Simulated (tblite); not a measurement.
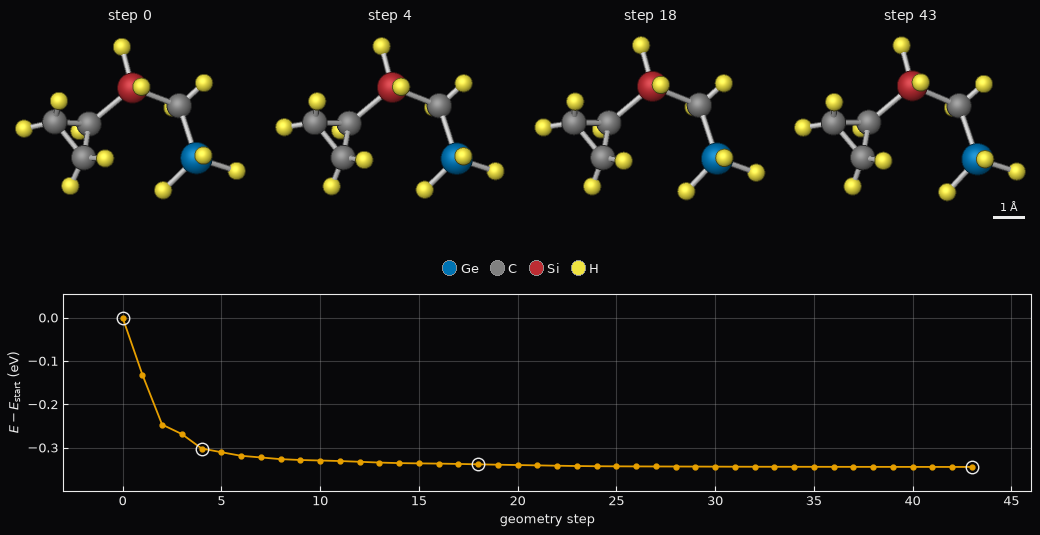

Frames of a relaxation of C₄H₁₂GeSi, marked on the history of the run. A ball-and-stick model, seen at a tilt.

Level of theory: GFN2-xTB geometry optimisation, gas phase in tblite 0.8.0. 

Describe the path.

Answer. The energy falls by 0.344 eV in 43 geometry steps. The largest move after the best rigid fit is that of an H atom, 0.16 Å. By element the largest moves are H 0.16 Å, C 0.09 Å, Si 0.07 Å, Ge 0.05 Å. Near-neighbour distances that change, for instance: Ge–H 1.556 → 1.503 Å, C–H 1.117 → 1.080 Å, C–Ge 1.930 → 1.963 Å, C–C 1.511 → 1.492 Å. Bond angles that change, for instance: H–C–H 121.7° → 113.4°, H–C–H 121.5° → 113.4°, Si–C–C 114.0° → 119.9°. Cost: 0.53 s on 1 thread of Arm Neoverse N1, on a shared host. From step 0 to 4: an H atom moves most (0.08 Å), energy −0.302 eV. From step 4 to 18: H atoms move most (0.07 Å), energy −0.036 eV. From step 18 to 43: an H atom moves most (0.08 Å), energy −0.006 eV.

```csv
step,"E − E(0), eV"
0,0.0000
1,-0.1313
2,-0.2468
3,-0.2686
4,-0.3019
5,-0.3104
6,-0.3188
7,-0.3226
8,-0.3265
9,-0.3284
10,-0.3296
12,-0.3325
13,-0.3344
15,-0.3362
17,-0.3375
19,-0.3393
20,-0.3401
22,-0.3416
24,-0.3428
26,-0.3432
27,-0.3434
29,-0.3436
31,-0.3439
33,-0.3441
34,-0.3441
36,-0.3442
38,-0.3443
40,-0.3444
41,-0.3444
43,-0.3445
```
